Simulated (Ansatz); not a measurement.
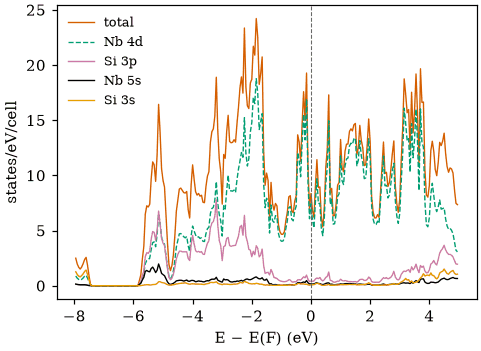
*Total and projected density of states of Nb$_{5}$Si$_{3}$ in space group P6_3/mcm (No. 193; Nb on 6g, Si on 6g, Nb on 4d), DFT-r²SCAN in the program Ansatz with PAW potentials*

### Question
Which orbitals carry the states next to the Fermi level?

### Answer
Within 0.5 eV of the Fermi level: Nb 4d 87 %, Si 3p 6 %. Projections are on Löwdin-orthogonalised atomic valence shells; empty p or d shells of many metals are not among them.

### Question
Where is the tallest occupied peak in this window, and what makes it?

### Answer
Near -1.8 eV, about 24 states/eV per cell; the largest projected share is Nb 4d.

The workflow started from an entry of the Crystallography Open Database (COD), which files this formula under 2 space groups. Its standing as an ambient phase is unchecked. The r²SCAN relaxation kept the symmetry of its start; its stability against distortions is not shown here. No spin polarisation was allowed. Spin–orbit coupling is left out wherever it is not named.

Potentials: the later of the program's two PAW sets.
